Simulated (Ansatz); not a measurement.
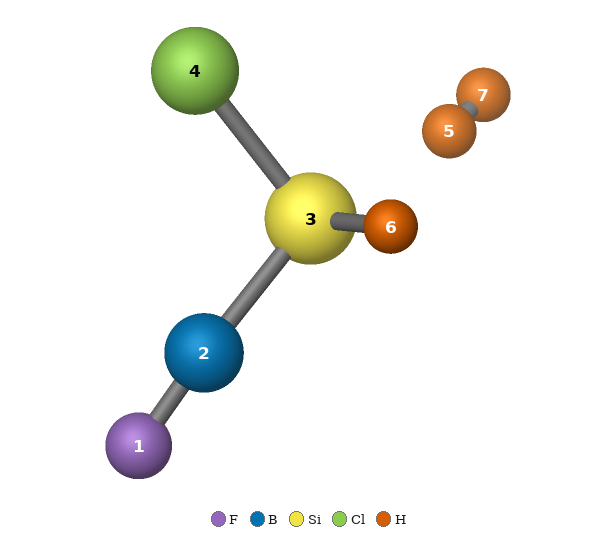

The atoms are numbered. Computed geometry: PBE0-D4/def2-TZVP optimisation. No frequency run is at hand to confirm it as a minimum.

How are the neighbours of atom 3 arranged?

Answer. Si3 has 3 neighbours (B2 at 1.96, Cl4 at 2.11, H6 at 1.50 Å); the arrangement is trigonal pyramidal.

How are the neighbours of atom 2 arranged?

Answer. B2 has 2 neighbours (F1 at 1.26, Si3 at 1.96 Å); the arrangement is bent.

What is the dihedral angle F1–B2–Si3–Cl4?

Answer. 113° in size, that is anticlinal.
